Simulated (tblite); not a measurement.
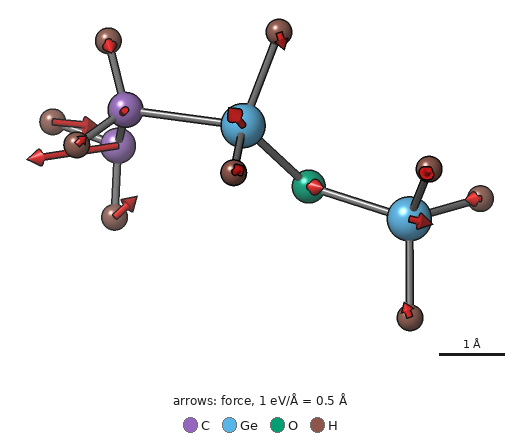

Starting geometry of C₂H₉Ge₂O (multiplicity 2) with the computed forces as red arrows. A ball-and-stick model, seen from a free direction.

The calculation used GFN2-xTB geometry optimisation, gas phase (tblite). 

### Is this structure relaxed? If not, where do the atoms go?

It isn't relaxed: the largest force vector, on a C atom, is 3.19 eV/Å. The final displacements have little in common with the starting forces (cosine between the two patterns 0.23). The largest move after the best rigid fit is that of an H atom, 1.87 Å. Largest moves by element: H 1.87 Å, O 1.60 Å, Ge 0.84 Å, C 0.79 Å. Some distances before and after: C–Ge 1.961 → 2.082 Å, C–C 1.525 → 1.438 Å, Ge–H 1.565 → 1.497 Å, C–H 1.133 → 1.074 Å. Bond angles that change, for instance: Ge–O–Ge 114.0° → 140.6°, C–C–H 104.4° → 120.8°, C–Ge–H 106.5° → 119.9°. Groups turn about Ge–O by about 175°, Ge–O by about 160°, C–Ge by about 40°. Over 135 geometry steps the energy falls by 1.173 eV. The run took 0.83 s on 1 thread of Arm Neoverse V1, on a shared host.
